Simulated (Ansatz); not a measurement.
**BH3S···H2Se: density, localisation and related maps**

The calculation's input:

```
crystal:
  periodic: [false, false, false]
  atoms:
    - { symbol: B, position_ang: [-0.664413, -0.744109, -0.62213] }
    - { symbol: S, position_ang: [0.894387, -0.376952, -1.55923] }
    - { symbol: H, position_ang: [-0.611987, -1.71412, 0.103979] }
    - { symbol: H, position_ang: [-1.67362, -0.109122, -0.828184] }
    - { symbol: H, position_ang: [0.890927, 1.034371, 0.701391] }
    - { symbol: Se, position_ang: [0.088243, 1.236264, 1.957279] }
    - { symbol: H, position_ang: [0.440573, 0.709745, -2.246511] }
    - { symbol: H, position_ang: [0.635891, -0.036077, 2.493307] }
magnetization:
  spin_polarized: true
basis:
  gaussian: { orbitals: def2-SVP }
hamiltonian:
  xc: pbe
relax:
  f_tol: 0.03
  max_steps: 50
output:
  orbitals: {}
```

Run with:

```sh
ansatz run input.yaml --threads 2 --pin off --max-ram 3072MiB --backend cpu --events-out ev --progress --plain --runs-dir out
```

The fields are those of the run's last geometry, not of the input's.

Level of theory: Ansatz 0.2.0, UKS PBE/def2-SVP.

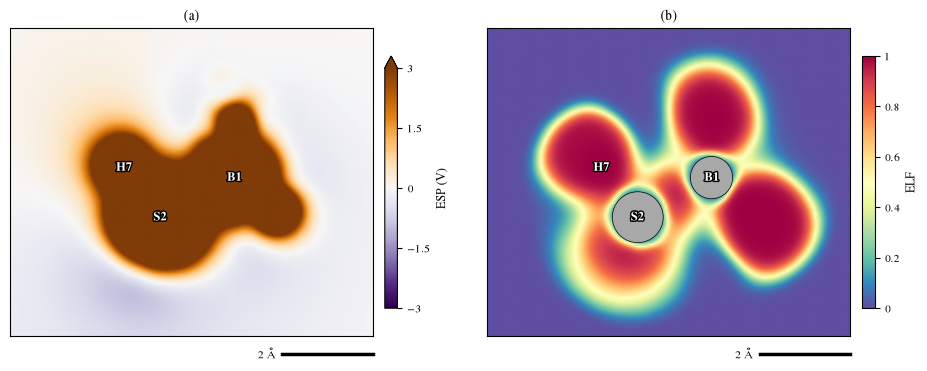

Figure 1. (a) electrostatic potential; (b) electron localisation function on the plane of atoms B1, S2 and H7. Grey discs cover the atomic cores in the ELF map.

Describe what can be read from this map.

Answer.
- The plane passes through B, S and H nuclei.
- B–S (1.85 Å): the ELF peaks at about 0.95 between the atoms; a shared electron pair.
- S–H (1.36 Å): the ELF climbs to about 1 towards the hydrogen, as it does in any bond to H.
- The ELF also peaks beside S2, away from the bonds: lone-pair regions.
- Outside the dense part of the complex the potential is most negative (−0.9 V) near S2.

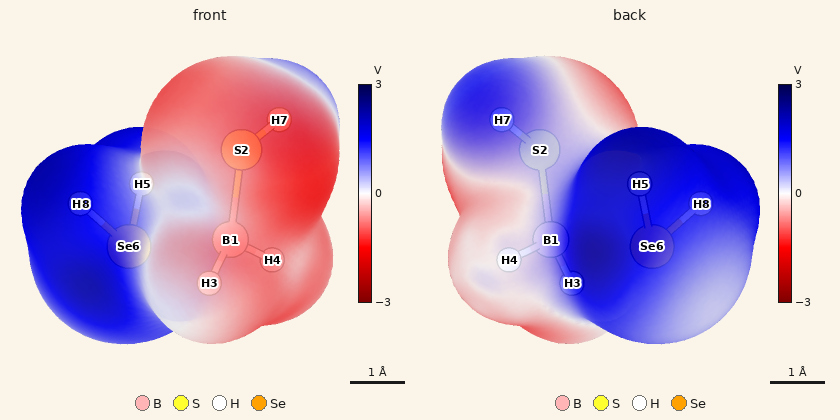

Figure 2. The molecular electrostatic potential painted on the density surface at 0.004 e/bohr³, seen from the front and from behind; the colour scale runs from red (negative) to blue (positive).

Which sites attract a positive test charge, and which a negative one?

Answer. A positive charge is drawn to the negative regions and a negative charge to the positive ones. The most negative region (about −1.4 V) lies over S2, the most positive (about +2.2 V) over H5, Se6 and H8.

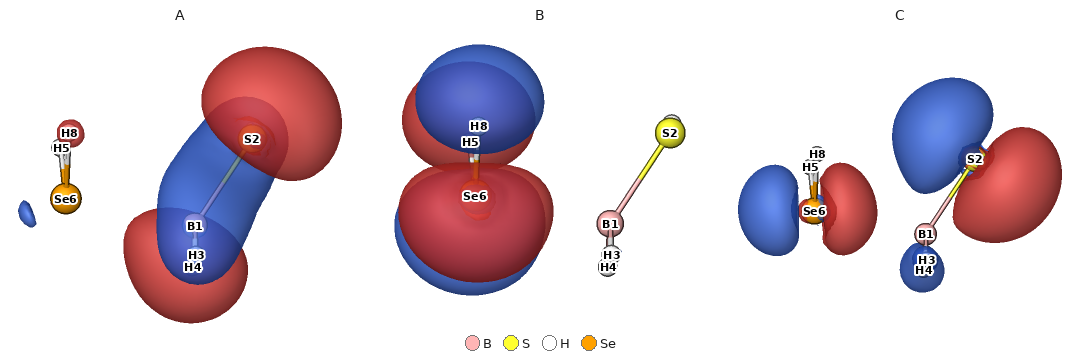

Figure 3. Three frontier orbitals at ±0.1 Å⁻³ᐟ² (red and blue are the two phases), in no order.

Which picture is the HOMO−1, the HOMO and the LUMO?

Answer. A is the HOMO−1 (−6.90 eV). It lies mainly on S2 (about 50 %), B1 (about 20 %) and H4 (about 15 %). C is the HOMO (−5.32 eV). By Hirshfeld shares it lies mainly on S2 (about 70 %) and Se6 (about 15 %); largely a lone pair of S2. B is the LUMO (−1.52 eV). Its weight (Hirshfeld) is mainly on Se6 (about 55 %), H5 (about 20 %) and H8 (about 20 %).

What is the HOMO–LUMO gap?

Answer. 3.80 eV between the orbital energies.
